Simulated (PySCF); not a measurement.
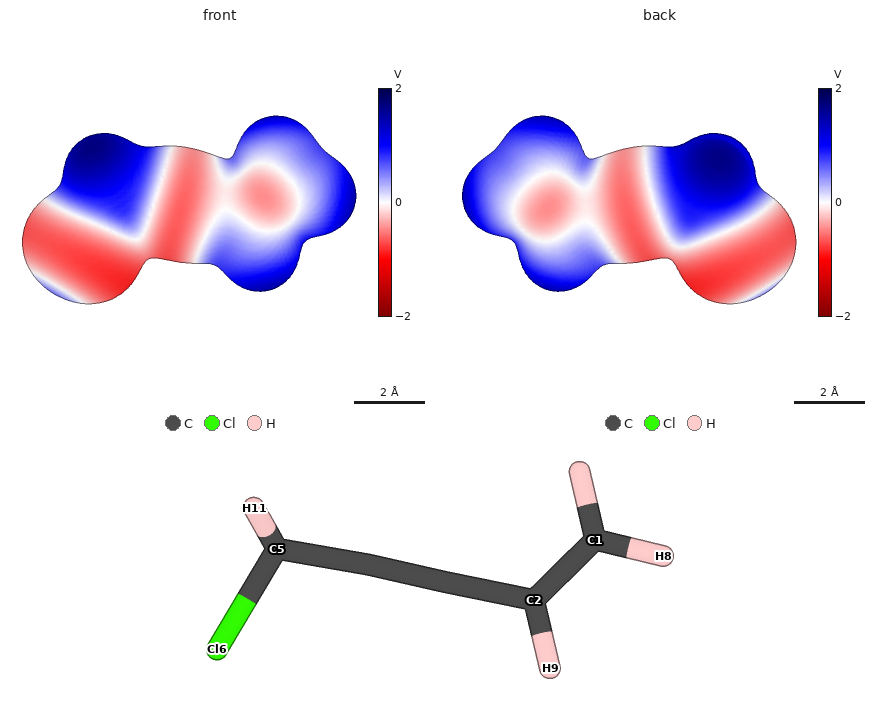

The picture shows: C5H5Cl. The electrostatic potential painted on the density surface at 0.004 e/bohr³, seen from the front and from behind; the colour scale runs from red (negative) to blue (positive). The bare structure is drawn below in the same view.

Geometry: GFN2-xTB.

Computed with PySCF 2.14.0, PBE0/pcSseg-1, SCF density, gas phase, non-relativistic.

```csv
atom,x (Å),y (Å),z (Å)
C,2.5560,-0.1137,0.0513
C,1.4726,-0.0941,0.8191
C,0.1595,-0.0171,0.3126
C,-0.9528,0.0456,-0.1457
C,-2.3056,0.1242,-0.6225
Cl,-3.4664,0.1295,0.7633
H,2.4865,-0.0704,-1.0228
H,3.5437,-0.1747,0.4745
H,1.5459,-0.1366,1.8989
H,-2.5590,-0.7396,-1.2396
H,-2.4750,1.0496,-1.1754
```

**Describe the electrostatic potential map.**

The most negative region (about −0.9 V, or −21 kcal/mol for a unit charge) lies over Cl6, the most positive (about +1.7 V, or +39 kcal/mol for a unit charge) over H10 and H11. Cl6 shows a σ-hole: about +0.5 V, or +12 kcal/mol for a unit charge at the tip opposite its bond, against about −0.7 V, or −16 kcal/mol for a unit charge on its flanks.

**What dipole moment does the calculation give?**

Its dipole moment is 2.13 D.
